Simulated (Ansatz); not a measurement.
Consider Bi2Se3 (Guanajuatite).

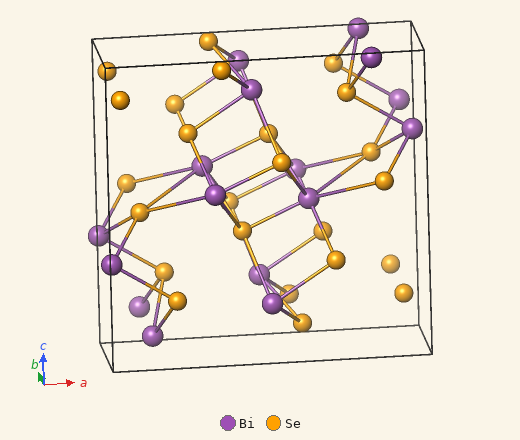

The structure (bismuth purple, selenium orange). Bonds to atoms that aren't drawn are left out. 1×2×1 cells are drawn.

Symmetry: Pnma, No. 62, orthorhombic system. Conventional cell: a = 11.830 Å, b = 4.090 Å, c = 11.620 Å, α = 90.00°, β = 90.00°, γ = 90.00°. Nearest to Bi lie 7 Se at 2.79 to 3.53 Å. Bi has 7 Se at 2.72 to 3.47 Å nearest. Se has 5 Bi at 2.79 to 3.47 Å nearest. Nearest to Se lie 4 Bi at 2.84 to 3.53 Å. Se has 5 Bi at 2.72 to 3.16 Å nearest. Farther neighbours and most contacts between anions are not listed.

```cif
data_structure
_symmetry_space_group_name_H-M 'P 1'
_symmetry_Int_Tables_number 1
_cell_length_a 11.8300
_cell_length_b 4.0900
_cell_length_c 11.6200
_cell_angle_alpha 90.000
_cell_angle_beta 90.000
_cell_angle_gamma 90.000
_cell_volume 562.23
loop_
_atom_site_label
_atom_site_type_symbol
_atom_site_fract_x
_atom_site_fract_y
_atom_site_fract_z
_atom_site_occupancy
Bi1 Bi 0.51424 0.25000 0.17150 1
Bi2 Bi 0.98576 0.75000 0.67150 1
Bi3 Bi 0.01424 0.25000 0.32850 1
Bi4 Bi 0.48576 0.75000 0.82850 1
Bi5 Bi 0.65572 0.75000 0.46143 1
Bi6 Bi 0.84428 0.25000 0.96143 1
Bi7 Bi 0.15572 0.75000 0.03857 1
Bi8 Bi 0.34428 0.25000 0.53857 1
Se9 Se 0.62581 0.75000 0.05357 1
Se10 Se 0.87419 0.25000 0.55357 1
Se11 Se 0.12581 0.75000 0.44643 1
Se12 Se 0.37419 0.25000 0.94643 1
Se13 Se 0.71687 0.25000 0.30269 1
Se14 Se 0.78313 0.75000 0.80269 1
Se15 Se 0.21687 0.25000 0.19731 1
Se16 Se 0.28313 0.75000 0.69731 1
Se17 Se 0.44549 0.75000 0.36724 1
Se18 Se 0.05451 0.25000 0.86724 1
Se19 Se 0.94549 0.75000 0.13276 1
Se20 Se 0.55451 0.25000 0.63276 1
```

Geometry: measured cell, ions relaxed with r2SCAN. This is not the form that Bi2Se3 usually takes at ambient conditions. The runs that relaxed it are not among those shown. Spin-orbit coupling is left out unless a run names it.

Gaps computed with Ansatz 0.2.0 without a self-energy: r2SCAN 1.30 eV and r2SCAN+SOC 0.81 eV.

**Question.** What gap should G0W0 on r2SCAN give (2×4×2 mesh, 2829 empty bands, screening to 170 eV, hard PAW files)?

About 1.47 eV: on its mesh the run moves the gap from 1.34 eV by +0.17 eV, and the mesh misses the edges by 0.04 eV. Spin-orbit coupling is not in that value; its −0.49 eV at the r2SCAN level would bring it to about 0.98 eV. Bands and cutoff are finite, so the gap is not at the basis limit. The miss can reach some tenths of an eV and take either sign; the mesh is an error of its own. The 2×4×2 mesh is coarse for this cell (its supercell is 16 Å along the shortest edge). The RPA ε∞ on it, from the r2SCAN start, is 11.01, 14.44 and 15.75; such meshes misread the long-range screening, most where the gap is narrow. Where an edge is built on 6p states of lead, bismuth or thallium, scalar-relativistic gaps usually stand too wide, by a few tenths to over one eV. The many-body steps are scalar-relativistic: spin-orbit coupling is not in them.

[Paths, hosts, dates, memory and timing lines, banners, echoed tables and standing remarks are left out of the program output.]

[Logs are printed without paths, hosts, clocks, repeated set-up lines and the standing remarks that a program may print on its own settings, such as how far it seeks lower states.]

[Runs of the session that timed out or met a known fault of the program may be left out.]

[Cells called generated may have been cut or substituted from an entry of the Crystallography Open Database or the Materials Project.]

[Hosts, paths, dates, database ids (printed as entryN), source tags and the programs' standing remarks are cut or masked in the printed files.]
